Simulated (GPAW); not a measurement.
# Surface energy and work function of Rh(111) from slabs of 3 to 12 layers (PBE)

How do energy and work function of Rh(111) films settle with thickness, and what surface energy follows?

Set-up. GPAW 26.7.0, plane waves at 450 eV with PAW setups; symmetric 1×1 slabs cut at the tabulated lattice constant (two decimals; low-temperature values for the alkali metals), atoms at bulk places, 7.5 Å of vacuum on each side, one in-plane mesh for all thicknesses, Fermi-Dirac smearing of 0.1 eV. Energies are extrapolated to zero smearing and count from the program's reference atoms. Functional PBE. The cell's area is 6.253 Å².

The runs, one held back:

| layers | energy (eV) | work function (eV) |
| --- | --- | --- |
| 3 | −20.3580 | 5.07 |
| 4 | −27.6502 | 5.16 |
| 5 | −34.9597 | 5.15 |
| 6 | −42.2549 | 5.13 |
| 7 | −49.5438 | 5.14 |
| 8 | −56.8424 | 5.14 |
| 9 | −64.1369 | 5.14 |
| 10 | −71.4377 | 5.14 |
| 11 | −78.7336 | 5.14 |
| 12 | ? | ? |

Q: What surface energy do these runs give, and what energy and work function should the 12-layer slab have?

A: A slab of n layers has E(n) = nε + 2Aγ once its middle is bulk-like. A line through n = 6 to 11 has the slope ε = −7.2963 eV a layer and the intercept 2Aγ = 1.5268 eV (r.m.s. residual 2.6 meV). So γ = 1.5268 / (2 × 6.253 Å²) = 0.1221 eV/Å² = 1.96 J/m², with a standard error of about 0.01 J/m² from the scatter about the line. For 12 layers: 1.5268 + 12 × (−7.2963) = −86.029 eV; the run gives −86.030 eV, 1.3 meV under the line. The work function has no such law: from 6 to 11 layers it moves between 5.13 and 5.14 eV (mean 5.14), and the 12-layer slab gives 5.14 eV. The thinnest slab, 3 layers, lies −0.07 eV from that mean. The measured value for this face is 5.46 eV (“Anisotropic work function of elemental crystals” (2019, arxiv:1902.07811)); the unrelaxed 12-layer slab lies 0.32 eV under it.

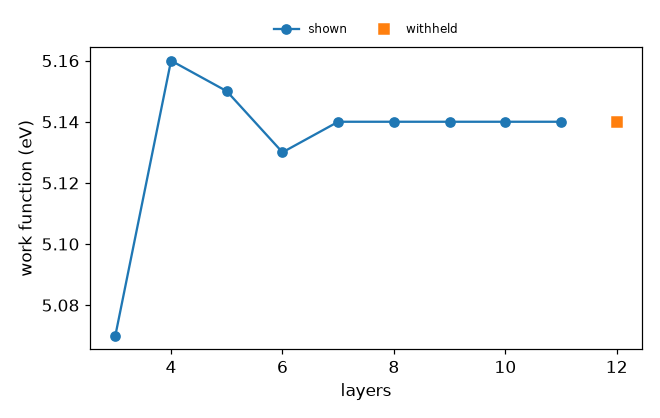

Work function against thickness.

Caveats: The surfaces are unrelaxed, so γ is an upper bound for this functional and lattice constant. The tabulated lattice constant isn't the functional's own, which strains the slab a little. The runs had no spin polarisation.
